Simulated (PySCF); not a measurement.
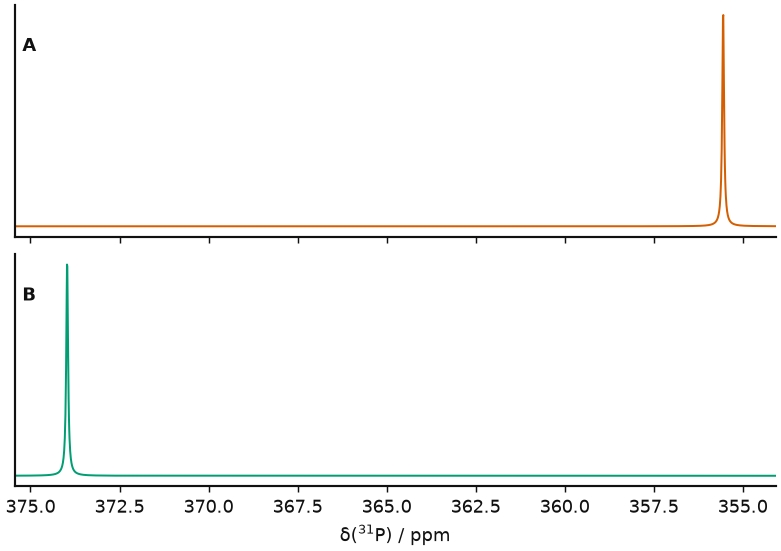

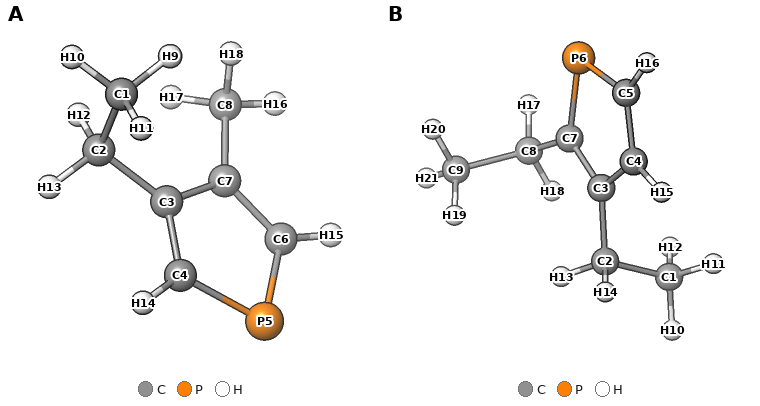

Related molecules: A is C₇H₁₀P⁻, SMILES CCc1c[p-]cc1C; B is C₈H₁₂P⁻, SMILES CCc1cc[p-]c1CC. GIAO ³¹P shifts against PH₃ (³¹P: the usual scale starts at 85 % H₃PO₄ instead), PBE0/pcSseg-1 in PySCF 2.14.0, at a GFN2-xTB geometry (no frequency check); fully decoupled, line heights follow the number of nuclei within a panel, widths are arbitrary (no quadrupolar broadening); values of one conformer, averaged over methyl-type rotors and exact or near symmetry; other conformers aren't averaged in.

> How does the ³¹P shift respond?

From A (355.6 ppm) to B (374.0 ppm) the nucleus is deshielded by 18.4 ppm.

Limits of at least one run: an anion in a basis that has no diffuse functions; the tight-binding geometry is rougher than a DFT one and adds to the error.
